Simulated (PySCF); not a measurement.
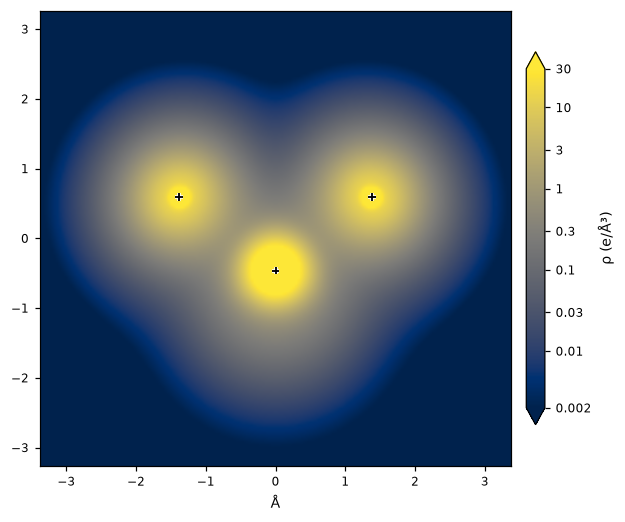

The total electron density on a plane through atoms (crosses mark nuclei in the plane).

Theory: DFT single point, gas phase, functional wB97X in PySCF 2.14.0, density-fitted response routines.

Candidates:
A. F₂GeH₂ (SMILES [F][GeH2][F])
B. C₃H₆F₂ (SMILES CC(C)(F)F)
C. H₂P₂ (SMILES P=P)

### Which candidate gave the map?

Candidate A: F₂GeH₂ on the plane of atoms F1, Ge2 and F3, which holds F and Ge. Ge–F (1.74 Å): the density is about 0.98 e/Å³ at the midpoint.
